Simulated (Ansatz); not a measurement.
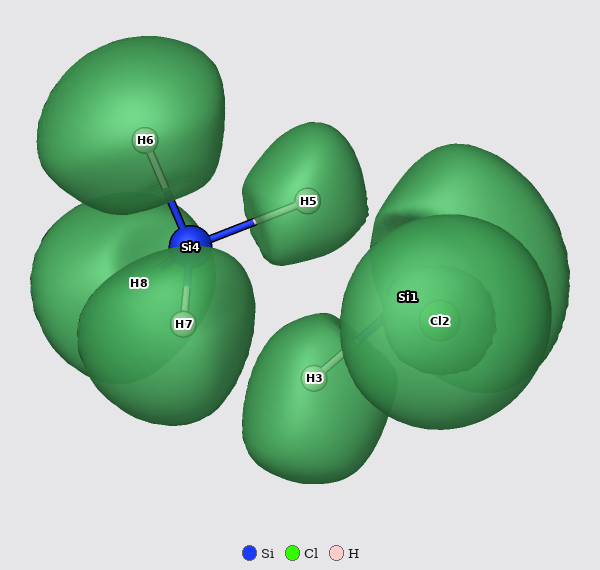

Figure 1: ClHSi···SiH₄. Isosurface of the ELF at 0.75 (green), seen at an oblique angle. Core shells and regions of very low density are left out.

The product side of a reaction path; geometry: PBE0-D4/def2-TZVP.

Level of theory: RKS PBE0-D4/def2-TZVPP (Ansatz).

```xyz
8

Si   -1.2545   -0.9820   -0.9928
Cl   -0.6470    0.2923   -2.5646
H     0.1516   -1.4608   -0.5933
Si    0.4366    0.3865    0.7985
H    -1.0512    0.1884    0.2679
H     0.1472    1.6405    1.5450
H     1.4793    0.6374   -0.2144
H     0.7380   -0.7022    1.7535
```

**Identify the bonds, lone pairs and shells in this picture.**

At this value the surface marks out five regions around hydrogen nuclei, one region on Cl in which the atom's valence shell and bonds are merged and one lobe on Si, pointing away from the bonds (lone pairs). Profiles from the grid: Si1···H5 (1.73 Å): the ELF climbs to about 1 towards the hydrogen, as it does in any bond to H. Si–Cl (2.11 Å): the ELF peaks at about 0.85 between the atoms, as expected for a polar covalent bond.
